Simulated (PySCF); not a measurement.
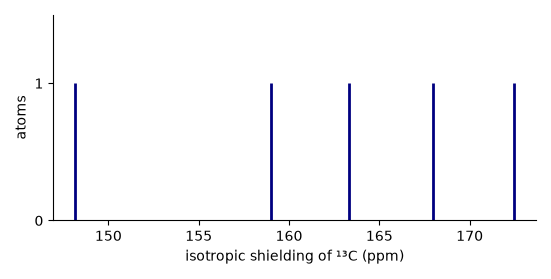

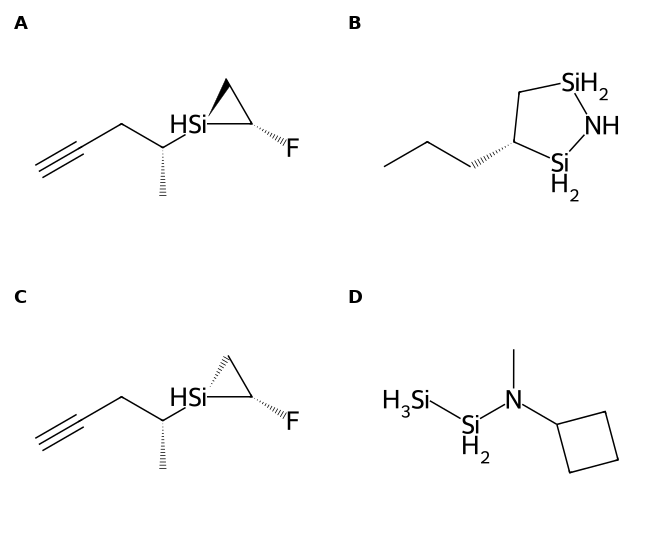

The sticks are computed shieldings of one of the molecules, for one fixed geometry (PBE0-D3(BJ)/def2-SVP) without averaging over rotations. Low shielding means a high chemical shift. Method: GIAO ωB97X-D/pcSseg-1 NMR shielding, non-relativistic, gas phase (PySCF 2.14.0).

### Match the spectrum to a structure.

B, `CCC[C@@H]1C[SiH2]N[SiH2]1`. Its 5 C atoms give lines at 148.2, 159.0, 163.3, 168.0, 172.5 ppm.
